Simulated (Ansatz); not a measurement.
**A computed series for C: response to strain**

The reference is C in the diamond structure (space group Fd-3m, No. 227; a = 3.5603 Å).

Strains are applied to the cell and any free atomic positions relax.

Calculations: Ansatz (an electronic-structure program), r2SCAN, PAW, cutoff 500 eV, no spin-orbit coupling.

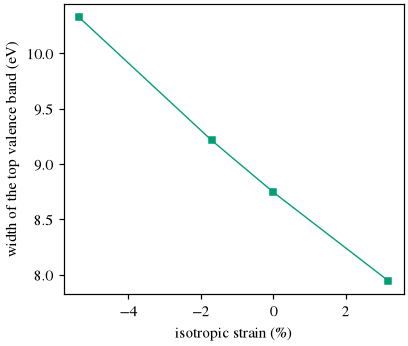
*Width of the top valence band against isotropic strain*

```tsv
isotropic strain (%)	width of the top valence band
-5.36	10.33 eV
-1.7	9.21 eV
3.17	7.95 eV
```

The levels and masses belong to the bands next to the band gap. No phonon test of stability was made.
